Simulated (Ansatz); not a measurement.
```xyz
47

As   -3.6411   -0.7171   -2.4382
As   -3.6699    2.3896    0.7227
As   -0.7364   -3.6753   -2.3885
As   -0.6174   -0.6186    0.6100
As    2.4248   -3.6496    0.7196
As    2.3450   -0.4711   -2.3630
As    2.3896   -0.7378    3.6677
As   -0.4629    2.3663   -2.3487
As    2.3575    2.3413    0.4742
As   -0.7354    2.4117    3.6478
In   -3.2075   -3.2145   -3.5709
In   -2.1363    0.9376   -0.9425
In   -3.2095    3.5872    3.1855
In    0.4890    0.5084   -4.1212
In    0.9342   -2.1449   -0.9393
In    0.9297    0.9284    2.1427
In    3.6029   -3.1914    3.1922
In    4.1160    0.4860   -0.5062
In    0.5098    4.1202   -0.4829
H    -4.1095    0.2138   -3.5565
H    -4.9795   -0.7618   -1.6965
H    -4.9674    1.5854    0.8188
H    -4.2192    3.4661   -0.2120
H    -0.8317   -4.9730   -1.5846
H     0.1935   -4.2256   -3.4690
H    -1.5072   -1.5004    1.4854
H     1.6695   -4.9781    0.7924
H     3.5249   -4.1433   -0.2190
H     3.1215   -1.5359   -3.1452
H     1.5972   -0.8438    4.9710
H     3.4651    0.2008    4.2113
H    -1.5287    3.1504   -3.1217
H     3.1407    3.1110    1.5432
H    -0.8147    1.6511    4.9727
H     0.1990    3.5109    4.1510
H    -4.2680   -4.2444   -2.6774
H    -2.8271   -2.8707   -5.2120
H    -4.2626    2.7231    4.2477
H    -2.8322    5.2186    2.7922
H    -0.7640   -0.7252   -4.0916
H     1.2717    1.2827   -5.4505
H     5.2304   -2.7854    2.8112
H     2.7493   -4.2641    4.2431
H     4.0943   -0.7649    0.7282
H     5.4397    1.2722   -1.2858
H    -0.7336    4.0940    0.7591
H     1.2964    5.4468   -1.2576
```

Geometry: PBE-D4/def2-SVP; core potentials replace the inner electrons of In.

Method: RKS PBE0-D4/def2-TZVP in Ansatz.

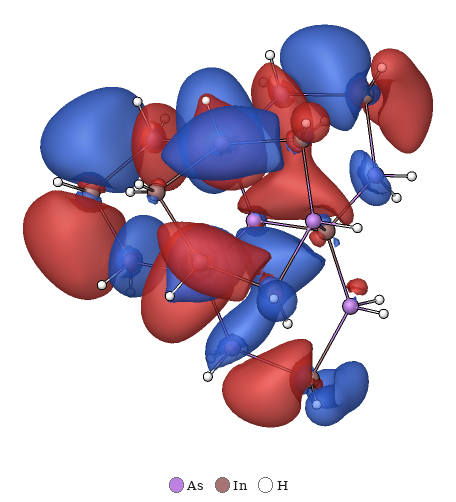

As$_{10}$H$_{28}$In$_{9}$ (charge +1). The LUMO at ±0.03 Å⁻³ᐟ² (red and blue are the two phases), seen across its widest extent.

Question: Describe this orbital and give its energy.

Answer: No atom holds more than about 15 % of it (Hirshfeld); by element the shares are In 50 %, As 40 % and H 10 %. Its energy is −4.53 eV.
